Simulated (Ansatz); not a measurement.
# HF (hydrogen fluoride): BCCD(T)/cc-pVTZ

Aim: the vertical singlet–triplet gap of HF (hydrogen fluoride) at BCCD(T)/cc-pVTZ, from 2 runs. 

Program for the calculation: Ansatz 0.2.0.

37 further runs of the same task are left out: 37 set aside as unsound or not needed.

## Step 1: Starting point

The species is HF (2 atoms), meant as a singlet with charge 0. As SMILES, `F`. Geometry: relaxed at PBE0-D4/def2-TZVP.

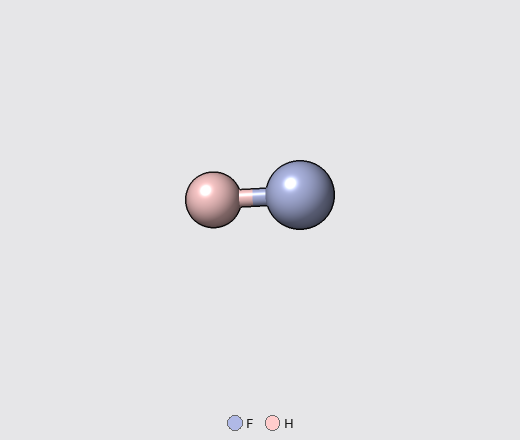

Viewed from a chosen angle; fluorine light blue, hydrogen pink.

## Step 2: A single-point energy at BCCD(T)/cc-pVTZ

Input file job.yaml:

```yaml
crystal:
  periodic: [false, false, false]
  atoms:
    - {symbol: F, position_ang: [-0.390000, 0.144600, -0.196400]}
    - {symbol: H, position_ang: [0.390000, -0.144600, 0.196400]}
basis:
  gaussian:
    orbitals: cc-pVTZ
correlation:
  method: bccd_t
  frozen_orbitals: {F: 1, H: 0}
scf:
  omitted_lower_state_checks: [cluster_reference, increment]
accuracy: high
```

Started as:

```bash
ansatz run job.yaml --threads 1 --pin off --max-ram 3480MiB --events-out events.jsonl --progress --plain --runs-dir runs
```

The log of the run (excerpt; [...] marks lines left out):

```text
Warning: RAYON_NUM_THREADS=1 ignored (pool sized by the plan → 1); use --threads N
Functional definition: HF
  name "HF"
[...]
585 factors; integrals over basis functions are off by at most 3.6e-9 eV
[...]
mean field -2722.71320180 eV, -100.0578646450 hartree, gradient 5.5e-9 eV, S^2 0.000000; 0 other end points of the search recorded, 0 dependent functions left out
1 core orbitals not correlated: weight in the atoms' cores, before any rotation towards them, 1.000 or more for the frozen orbitals, at most 0.000 for the correlated occupied ones
reference -2722.71320180 eV, -100.0578646450 hartree; 4, 4 occupied and 39, 39 virtual orbitals, 585 factors
second order -7.39924491 eV of doubles, -0.00000000 eV of singles
cycle   1  -7.32890345 eV  change    7.0e-2 eV  update   3.5e-2
[...]
cycle  19  -7.44996591 eV  change   4.2e-10 eV  update  1.6e-10
perturbative correction -0.18293580 eV, -0.0067227667 hartree
Total energy: -2730.34610351 eV, -100.3383686091 hartree
Checks for a lower state left out: cluster_reference, increment
```

Run time: 0.81 s. Hardware: 1 thread of Arm Neoverse V1, shared host; peak memory 0.12 GiB.

## Step 3: The triplet, same level

Input file run.yaml:

```yaml
crystal:
  periodic: [false, false, false]
  atoms:
    - {symbol: F, position_ang: [-0.390000, 0.144600, -0.196400]}
    - {symbol: H, position_ang: [0.390000, -0.144600, 0.196400]}
basis:
  gaussian:
    orbitals: cc-pVTZ
magnetization:
  spin_polarized: true
  initial_magnetization: 2
scf:
  omitted_lower_state_checks: [cluster_reference, increment]
correlation:
  method: bccd_t
  frozen_orbitals: {F: 1, H: 0}
accuracy: high
```

Started as:

```bash
ansatz run run.yaml --threads 1 --pin off --max-ram 3480MiB --events-out events.jsonl --progress --plain --runs-dir runs
```

The log of the run (excerpt; [...] marks lines left out):

```text
Warning: RAYON_NUM_THREADS=1 ignored (pool sized by the plan → 1); use --threads N
Functional definition: HF
  name "HF"
[...]
585 factors; integrals over basis functions are off by at most 3.6e-9 eV
[...]
mean field -2713.87154039 eV, -99.7329395811 hartree, gradient 8.6e-8 eV, S^2 2.004143; 2 other end points of the search recorded, 0 dependent functions left out
1 core orbitals not correlated: weight in the atoms' cores, before any rotation towards them, 1.000 or more for the frozen orbitals, at most 0.000 for the correlated occupied ones
reference -2713.87154039 eV, -99.7329395811 hartree; 5, 3 occupied and 38, 40 virtual orbitals, 585 factors
second order -5.73806013 eV of doubles, -0.00000000 eV of singles
cycle   1  -5.99366256 eV  change   -2.6e-1 eV  update   2.8e-2
[...]
cycle  18  -6.08668176 eV  change   7.1e-10 eV  update  6.9e-10
perturbative correction -0.11990655 eV, -0.0044064844 hartree
Total energy: -2720.07812870 eV, -99.9610274944 hartree
Checks for a lower state left out: cluster_reference, increment
```

Run time: 2 s. Hardware: 1 thread of Arm Neoverse V1, shared host; peak memory 0.18 GiB.

## Step 4: Results

Level: BCCD(T)/cc-pVTZ, 1 core orbital frozen.

```
                                           quantity          value
                              singlet: total energy  -100.33837 Eh
singlet: correlation energy (1 core orbital frozen)     -280.5 mEh
                            singlet: (T) correction      -6.72 mEh
                              triplet: total energy   -99.96103 Eh
triplet: correlation energy (1 core orbital frozen)     -228.1 mEh
                            triplet: (T) correction      -4.41 mEh
         triplet: ⟨S²⟩ of the reference determinant          2.004
   vertical energy of the triplet above the singlet      10.268 eV
```

In words: At this shape the triplet lies 10.27 eV (237 kcal/mol) above the singlet. The triples (singlet) make up 2.4 % of the correlation energy. The triples (triplet) make up 1.9 % of the correlation energy.
